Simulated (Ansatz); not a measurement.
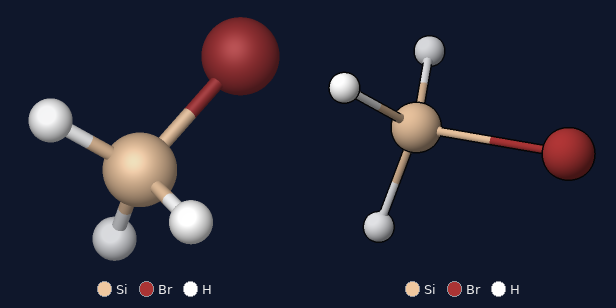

Two views of one molecule.

> Count the atoms of each element.

BrH₃Si, 5 atoms: 1 bromine, 3 hydrogen and 1 silicon.

> How many bonds of each kind are drawn?

3 Si–H, 1 Br–Si. Sticks follow a distance rule.

> Which point group does it belong to?

C3v.

> How many sets of symmetry-equivalent atoms are there?

3: 1 Si, 1 Br, 3 H.

More results for the same structure follow; atom numbers are the same in all pictures, views and colours differ. The geometry was computed by an optimisation with PBE0-D4/def2-TZVP.

**Shape**

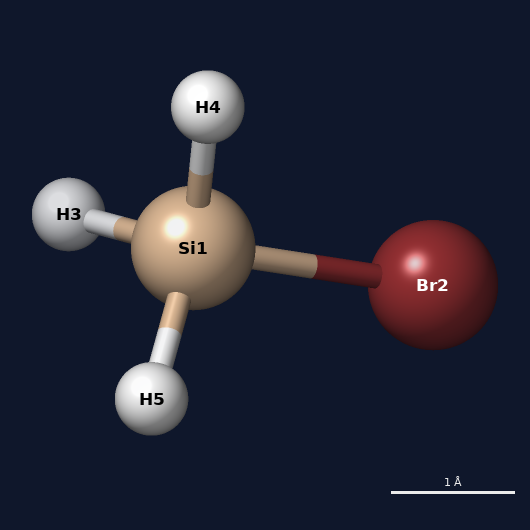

Which atoms are bonded, and how long are the bonds?

| bond | length (Å) |
| --- | --- |
| Si1–Br2 | 2.219 |
| Si1–H3 | 1.481 |
| Si1–H4 | 1.481 |
| Si1–H5 | 1.481 |

**Dipole moment**

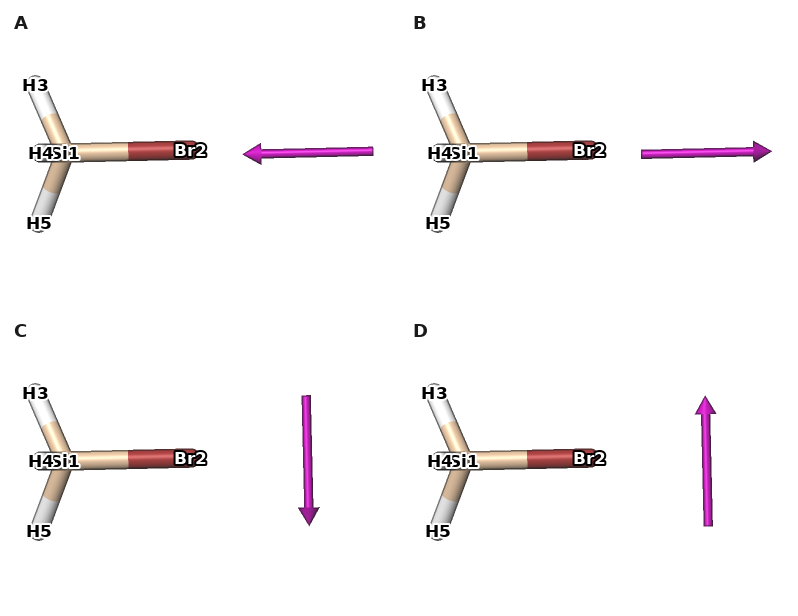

The same molecule four times, each with an arrow. Properties computed with RKS PBE0-D4/def2-TZVP (Ansatz 0.2.0).

> Which arrow points along the dipole moment, from the negative to the positive end?

A. The dipole moment is 1.30 D; it points from the side of Br2 to the side of H3, H4, H5 (the outermost atoms at the two ends).

**Thermal motion**

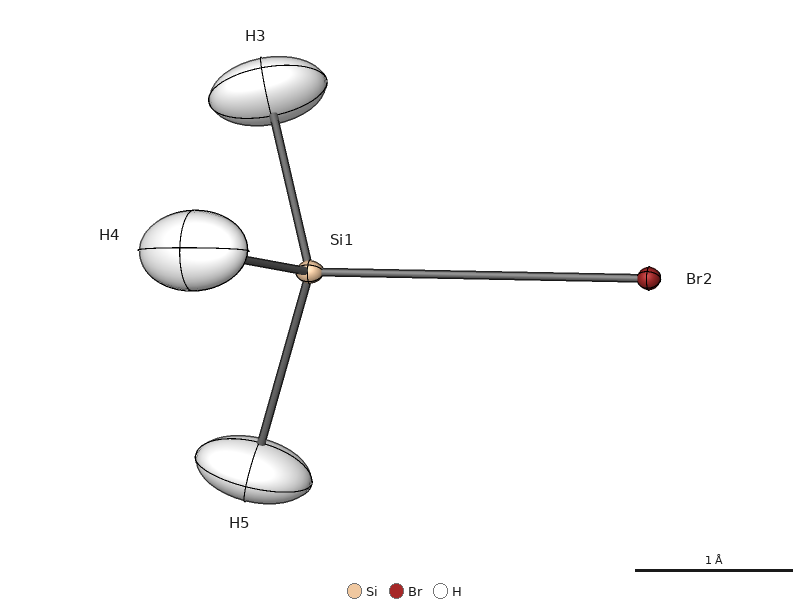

Displacement ellipsoids at the 50 % level, enlarged 1.5 times, from the internal vibrations of the free molecule (harmonic, no overall translation or rotation; no half-axis is drawn under 0.075 Å). Vibrations computed with RKS PBE0-D4/def2-TZVP (Ansatz 0.2.0). Temperature: 400 K.

> Which atom has the largest mean-square displacement?

H3, H4, H5, with U_eq = 0.0156 Å².

> Does H5 move more along its bond or across it?

Across it: the root-mean-square amplitude is 0.086 Å along the bond and up to 0.165 Å across, since bending and torsion are softer than stretching.

Give the displacement parameters, one line for each set of equivalent atoms.

| atom | U_eq (Å²) | rms amplitudes (Å) |
| --- | --- | --- |
| Si1 | 0.00058 | 0.011, 0.011, 0.039 |
| Br2 | 0.00007 | 0.002, 0.002, 0.015 |
| H3, H4, H5 | 0.0156 | 0.085, 0.111, 0.165 |

**Electronic properties**

Properties computed with RKS PBE0-D4/def2-TZVPP (Ansatz 0.2.0).

> Give the HOMO–LUMO gap at this level.

8.12 eV.

> Estimate the HOMO energy (Kohn–Sham orbital).

−8.48 eV.
